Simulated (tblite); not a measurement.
**Run report: C₅H₄BF₂Ga, geometry relaxation**

The run: geometry relaxation of C₅H₄BF₂Ga. Method and program: GFN2-xTB geometry optimisation, gas phase (tblite 0.8.0).

It belongs to a series of runs on one base structure; here: B replaced by Ga.

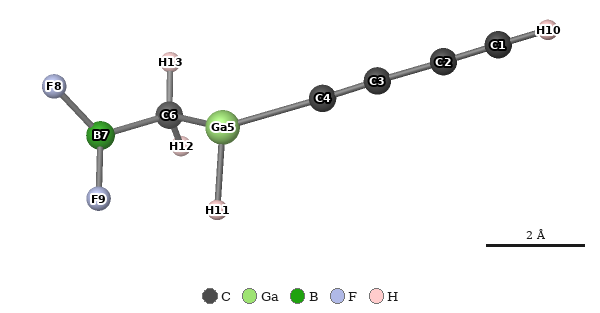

Figure 1. The starting structure (ball-and-stick view, seen at a tilt; atoms are numbered from 1 in the order of the input). Sticks mark near contacts. Bond lengths as drawn: B–C 1.61 Å, B–F 1.45 to 1.46 Å, C–C 1.20 to 1.44 Å, C–Ga 2.07 to 2.17 Å, C–H 1.08 to 1.12 Å and Ga–H 1.70 Å.

Input file
```
{"job": {"kind": "relax", "xc": "GFN2-xTB", "basis": "xTB"}, "charge": 0, "multiplicity": 1}
C     -4.683900     1.531000     1.770100
C     -3.594700     1.314700     1.323200
C     -2.282200     1.022600     0.806000
C     -1.193300     0.814900     0.348700
Ga     0.797200     0.444700    -0.423500
C      1.804200    -1.366500    -0.447500
B      3.223100    -0.743700    -0.886600
F      4.263400    -0.450700     0.099700
F      3.219000     0.045200    -2.103300
H     -5.666600     1.747400     2.166700
H      0.802400     0.688300    -2.108100
H      1.470800    -2.146300    -1.161100
H      1.836300    -1.779700     0.598100
```

The first line tells a small driver script what to run in tblite; the rest is the geometry in Å.

Run as:
```bash
OMP_NUM_THREADS=1 python <driver script> task.json out
```

Output
```
step      E/eV     max force
  0    -666.98443    4.154
  1    -667.25013    6.152
  2    -667.85744    3.064
  3    -667.89191    5.291
  4    -668.10788    1.489
  5    -668.18053    1.077
  6    -668.36698    1.670
  7    -668.43200    1.065
  8    -668.46694    0.353
  9    -668.47865    0.304
 10    -668.49362    0.329
 11    -668.50379    0.309
 12    -668.51271    0.292
 13    -668.52109    0.276
 14    -668.53340    0.407
 15    -668.54780    0.458
 16    -668.55919    0.308
 17    -668.56599    0.191
 18    -668.57050    0.209
 19    -668.57388    0.188
 20    -668.57683    0.162
 21    -668.57952    0.184
 22    -668.58209    0.148
 23    -668.58445    0.157
 24    -668.58622    0.119
 25    -668.58769    0.101
 26    -668.58940    0.146
 27    -668.59152    0.176
 28    -668.59363    0.161
 29    -668.59504    0.108
 30    -668.59575    0.076
 31    -668.59623    0.062
 32    -668.59678    0.071
 33    -668.59725    0.051
 34    -668.59754    0.042
 35    -668.59776    0.039
 36    -668.59801    0.051
 37    -668.59835    0.062
 38    -668.59871    0.069
 39    -668.59903    0.056
 40    -668.59936    0.059
 41    -668.59981    0.065
 42    -668.60034    0.071
 43    -668.60080    0.077
 44    -668.60115    0.057
 45    -668.60150    0.060
 46    -668.60202    0.080
 47    -668.60287    0.103
 48    -668.60412    0.154
 49    -668.60573    0.161
 50    -668.60757    0.114
 51    -668.60936    0.107
 52    -668.61063    0.076
 53    -668.61131    0.055
 54    -668.61179    0.056
 55    -668.61228    0.061
 56    -668.61285    0.072
 57    -668.61356    0.070
 58    -668.61422    0.108
 59    -668.61486    0.075
 60    -668.61554    0.078
 61    -668.61646    0.083
 62    -668.61686    0.037
 63    -668.61723    0.038
 64    -668.61738    0.037
 65    -668.61757    0.043
 66    -668.61789    0.038
 67    -668.61820    0.026
 68    -668.61838    0.031
 69    -668.61850    0.033
 70    -668.61866    0.032
 71    -668.61899    0.041
 72    -668.61949    0.039
 73    -668.62004    0.060
 74    -668.62056    0.079
 75    -668.62116    0.091
 76    -668.62217    0.097
 77    -668.62388    0.136
 78    -668.62679    0.165
 79    -668.63027    0.161
 80    -668.63331    0.166
 81    -668.63492    0.224
 82    -668.63724    0.130
 83    -668.63907    0.099
 84    -668.64151    0.140
 85    -668.64333    0.208
 86    -668.64469    0.164
 87    -668.64510    0.199
 88    -668.64731    0.094
 89    -668.64807    0.182
 90    -668.64948    0.065
 91    -668.65028    0.054
 92    -668.65065    0.074
 93    -668.65094    0.047
 94    -668.65119    0.041
 95    -668.65184    0.061
 96    -668.65286    0.105
 97    -668.65398    0.108
 98    -668.65477    0.121
 99    -668.65527    0.065
100    -668.65585    0.063
101    -668.65659    0.083
102    -668.65806    0.098
103    -668.65966    0.117
104    -668.66211    0.131
105    -668.66445    0.115
106    -668.66712    0.133
107    -668.66954    0.151
108    -668.67339    0.161
109    -668.67232    0.431
110    -668.68416    0.261
111    -668.69041    0.251
112    -668.69347    0.766
113    -668.70243    0.231
114    -668.70526    0.139
115    -668.70763    0.261
116    -668.70969    0.316
117    -668.71123    0.183
118    -668.71285    0.103
119    -668.71422    0.125
120    -668.71534    0.255
121    -668.71689    0.102
122    -668.71808    0.072
123    -668.71915    0.100
124    -668.72052    0.075
125    -668.72155    0.118
126    -668.72229    0.077
127    -668.72242    0.130
128    -668.72310    0.037
129    -668.72321    0.035
130    -668.72329    0.014
131    -668.72331    0.024
132    -668.72333    0.016
133    -668.72334    0.010
```

Trajectory as extended XYZ (Å, eV, eV/Å), 8 of the 134 frames kept, from step=0 to step=133
```
13
Properties=species:S:1:pos:R:3:forces:R:3 step=0 energy=-666.98443
C    -4.6839    1.5310    1.7701   -1.3460   0.3050   0.5410
C    -3.5947    1.3147    1.3232    2.8270  -0.7180  -1.1420
C    -2.2822    1.0226    0.8060   -3.7510   0.9090   1.5370
C    -1.1933    0.8149    0.3487    2.8000  -0.4110  -0.8130
Ga    0.7972    0.4447   -0.4235   -1.7410  -0.1870  -1.3340
C     1.8042   -1.3665   -0.4475    2.2480  -0.4770   0.6840
B     3.2231   -0.7437   -0.8866    0.2000   1.6360   0.6400
F     4.2634   -0.4507    0.0997   -2.3100  -0.5100  -2.5750
F     3.2190    0.0452   -2.1033    0.3430  -1.6410   2.7030
H    -5.6666    1.7474    2.1667    1.0360  -0.2230  -0.4160
H     0.8024    0.6883   -2.1081   -0.1700   0.5850   0.6250
H     1.4708   -2.1463   -1.1611   -0.2420   0.7270   0.4340
H     1.8363   -1.7797    0.5981    0.1050   0.0050  -0.8860
13
Properties=species:S:1:pos:R:3:forces:R:3 step=19 energy=-668.57388
C    -4.5075    1.5092    1.7090   -0.0820   0.0260   0.0410
C    -3.4000    1.2980    1.2836    0.1020  -0.0880  -0.0480
C    -2.1749    0.9967    0.7715   -0.1410   0.0320   0.0650
C    -1.0781    0.6999    0.3262    0.1110  -0.0490   0.0130
Ga    0.5170    0.2241   -0.7206    0.0090  -0.0050  -0.1000
C     1.8100   -1.3468   -0.3209    0.0190  -0.0970  -0.0220
B     3.1194   -0.6582   -0.7316   -0.0960   0.0270   0.0460
F     4.2026   -0.4395   -0.0184    0.0640   0.0140   0.0600
F     3.1076   -0.0391   -1.9194    0.0050   0.1050  -0.0850
H    -5.4696    1.7002    2.0838    0.0580   0.0210  -0.0080
H     0.5787    1.0549   -2.0442    0.0750  -0.0010  -0.0210
H     1.5258   -2.0652   -1.1026   -0.0610  -0.0150   0.1770
H     1.7646   -1.8123    0.6660   -0.0630   0.0310  -0.1170
13
Properties=species:S:1:pos:R:3:forces:R:3 step=38 energy=-668.59871
C    -4.4513    1.5006    1.7141   -0.0180   0.0100   0.0200
C    -3.3571    1.2259    1.2896    0.0090   0.0190  -0.0040
C    -2.1402    0.9264    0.7630   -0.0410  -0.0120   0.0030
C    -1.0466    0.6556    0.2922   -0.0110   0.0070   0.0030
Ga    0.5234    0.2301   -0.8042    0.0400  -0.0190  -0.0530
C     1.7724   -1.3564   -0.3322   -0.0050  -0.0270   0.0000
B     3.0711   -0.6383   -0.7189   -0.0130  -0.0010   0.0390
F     4.1366   -0.4193    0.0229    0.0250   0.0270   0.0080
F     3.0604    0.0467   -1.8779    0.0140  -0.0160   0.0010
H    -5.4010    1.7422    2.0886    0.0160  -0.0130   0.0130
H     0.6329    1.1014   -2.0938    0.0030  -0.0010  -0.0040
H     1.4909   -2.1394   -1.0420   -0.0130   0.0160  -0.0140
H     1.7041   -1.7536    0.6808   -0.0060   0.0120  -0.0130
13
Properties=species:S:1:pos:R:3:forces:R:3 step=57 energy=-668.61356
C    -4.3541    1.4846    1.8288    0.0070  -0.0010   0.0020
C    -3.3207    1.1917    1.2804   -0.0120  -0.0070  -0.0140
C    -2.1623    0.8768    0.6398   -0.0280   0.0490   0.0270
C    -1.1188    0.6236    0.0580   -0.0410   0.0260   0.0190
Ga    0.5136    0.2215   -0.9542    0.0230  -0.0230  -0.0330
C     1.7205   -1.3469   -0.3377    0.0000  -0.0170  -0.0170
B     3.0308   -0.6034   -0.6117    0.0120  -0.0340   0.0170
F     3.9828   -0.2674    0.2351    0.0020   0.0110   0.0390
F     3.1494   -0.0180   -1.8187   -0.0250   0.0020   0.0140
H    -5.2520    1.7434    2.3083    0.0530  -0.0250  -0.0170
H     0.7492    1.0773   -2.2351   -0.0240   0.0080  -0.0030
H     1.5217   -2.1286   -1.0765   -0.0050  -0.0160   0.0190
H     1.5354   -1.7325    0.6657    0.0390   0.0280  -0.0510
13
Properties=species:S:1:pos:R:3:forces:R:3 step=76 energy=-668.62217
C    -4.2565    1.4613    1.9035   -0.0090  -0.0210  -0.0020
C    -3.2631    1.2221    1.2640   -0.0450  -0.0260  -0.0250
C    -2.1479    0.9328    0.5434    0.0850   0.0180   0.0430
C    -1.1283    0.6825   -0.0808   -0.0110   0.0160  -0.0020
Ga    0.4956    0.1944   -1.0735    0.0420  -0.0620  -0.0300
C     1.6786   -1.3700   -0.3695    0.0130  -0.0520   0.0270
B     2.9749   -0.5705   -0.5207   -0.0330  -0.0190   0.0020
F     3.7935   -0.1724    0.4325    0.0340   0.0190   0.0300
F     3.1957    0.0222   -1.7083   -0.0080   0.0330  -0.0220
H    -5.1225    1.6582    2.4610    0.0030   0.0280   0.0060
H     0.7574    0.9869   -2.3965   -0.0150  -0.0370   0.0350
H     1.5666   -2.1757   -1.1007   -0.0050   0.0570  -0.0010
H     1.4516   -1.7499    0.6281   -0.0520   0.0460  -0.0600
13
Properties=species:S:1:pos:R:3:forces:R:3 step=95 energy=-668.65184
C    -3.9101    1.3577    2.0015    0.0040  -0.0040  -0.0180
C    -2.9600    1.2441    1.2680   -0.0510   0.0320   0.0070
C    -1.9028    1.0621    0.4343    0.0070  -0.0180   0.0030
C    -0.9705    0.9260   -0.3441    0.0170  -0.0350  -0.0100
Ga    0.4656    0.0901   -1.3813   -0.0170   0.0110   0.0110
C     1.5469   -1.4093   -0.4333    0.0370   0.0180   0.0150
B     2.6824   -0.4124   -0.2052    0.0130   0.0280   0.0180
F     3.2327    0.0002    0.9158   -0.0280  -0.0170  -0.0260
F     3.0036    0.3701   -1.2775   -0.0010   0.0160   0.0250
H    -4.7415    1.4539    2.6328    0.0050   0.0270   0.0220
H     0.6609    0.4880   -2.8708   -0.0040   0.0060  -0.0200
H     1.7566   -2.1523   -1.2037    0.0080  -0.0300  -0.0500
H     1.1319   -1.8964    0.4458    0.0110  -0.0350   0.0240
13
Properties=species:S:1:pos:R:3:forces:R:3 step=114 energy=-668.70526
C    -3.8334    1.5807    2.0262   -0.0690   0.0360   0.0460
C    -2.9740    1.2671    1.2438    0.0950   0.0080  -0.0060
C    -1.9647    0.9074    0.4105   -0.0500   0.0170   0.0410
C    -1.0412    0.6184   -0.3315    0.0790  -0.0610  -0.0970
Ga    0.4094   -0.1208   -1.4093    0.0420   0.0200  -0.0390
C     1.7382   -1.5067   -0.5947    0.0150  -0.0660  -0.0210
B     2.5249   -0.3196   -0.0471    0.0270   0.0310   0.0150
F     2.8933   -0.0169    1.1775   -0.0430  -0.0270  -0.1010
F     2.6469    0.7374   -0.9220    0.0060   0.0140   0.0720
H    -4.5844    1.8632    2.6970   -0.1050   0.0200   0.0580
H     0.5386    0.3613   -2.8885   -0.0030  -0.0510   0.0310
H     2.1855   -1.9591   -1.4863    0.0070   0.0150   0.0330
H     1.4565   -2.2905    0.1066   -0.0020   0.0430  -0.0320
13
Properties=species:S:1:pos:R:3:forces:R:3 step=133 energy=-668.72334
C    -3.7951    1.7162    2.0063    0.0060  -0.0030   0.0010
C    -2.9308    1.3023    1.2750   -0.0050   0.0020   0.0050
C    -1.9514    0.8354    0.4560    0.0000   0.0010   0.0020
C    -1.0739    0.4204   -0.2845    0.0000  -0.0020  -0.0020
Ga    0.3746   -0.2501   -1.4107    0.0010  -0.0020  -0.0040
C     1.8845   -1.5106   -0.7120   -0.0010   0.0090  -0.0050
B     2.4184   -0.2954    0.0380   -0.0010   0.0000   0.0020
F     2.6718   -0.1160    1.3118    0.0040  -0.0020   0.0070
F     2.3661    0.8901   -0.6668    0.0040   0.0030  -0.0030
H    -4.5455    2.0761    2.6441   -0.0090   0.0030   0.0000
H     0.4126    0.2164   -2.8979   -0.0020  -0.0010  -0.0030
H     2.4283   -1.7385   -1.6338    0.0050  -0.0050  -0.0070
H     1.7361   -2.4245   -0.1432   -0.0030  -0.0040   0.0060
```

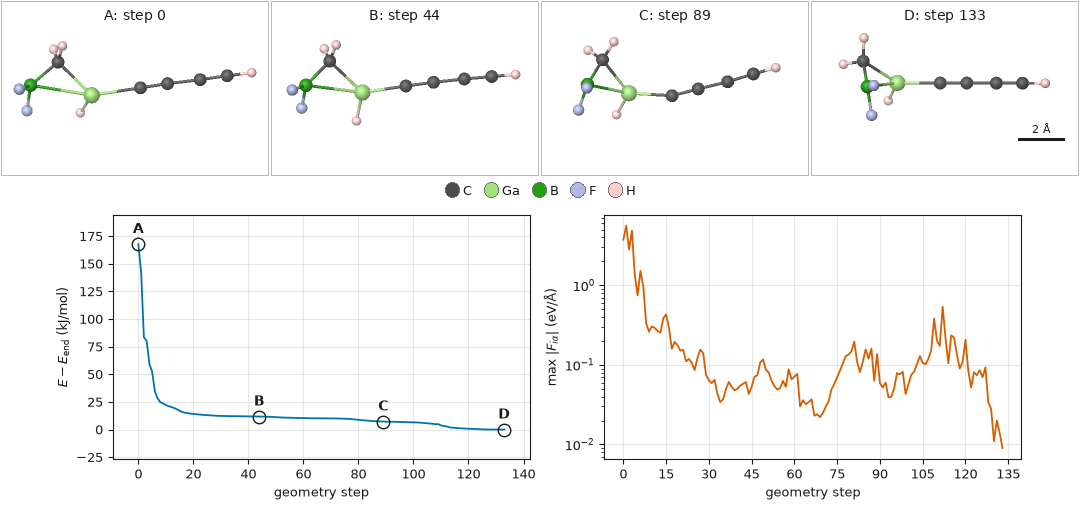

Figure 2. Frames of the relaxation (ball-and-stick view, seen at a tilt) above the curves, on which the letters mark them (steps are counted from 0).

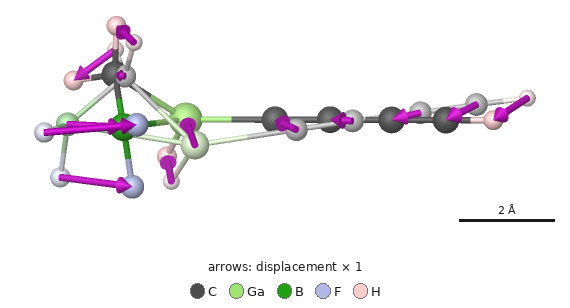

Figure 3. Start (faint) and end (solid) with the displacements as pink arrows, at true length (ball-and-stick view, seen at a tilt). The two geometries are laid on each other by the best rigid fit. Over 133 geometry steps the energy falls by 167.8 kJ/mol. Largest force component: 3.8 eV/Å at the start, 0.009 eV/Å at the end. The largest move after the best rigid fit is that of F8, 2.01 Å. Largest moves by element: F 2.01 Å, Ga 1.34 Å, B 1.31 Å, H 1.24 Å, C 0.92 Å. Among the contacts that change: Ga5–B7 2.741 → 2.506 Å, C4–Ga5 2.167 → 1.953 Å, B7–F8 1.463 → 1.311 Å, Ga5–H11 1.702 → 1.559 Å. Among the angles that change: C4–Ga5–B7 161.3° → 106.1°, B7–Ga5–H11 83.8° → 122.5°, C6–Ga5–H11 96.4° → 118.8°. (Atoms are counted from 1 in the order of the input.)

Summary

```tsv
quantity	value
outcome	converged
total energy	−668.7233 eV
hardware	1 CPU thread, shared host
wall time	1.5 s
peak memory	0.18 GiB
```
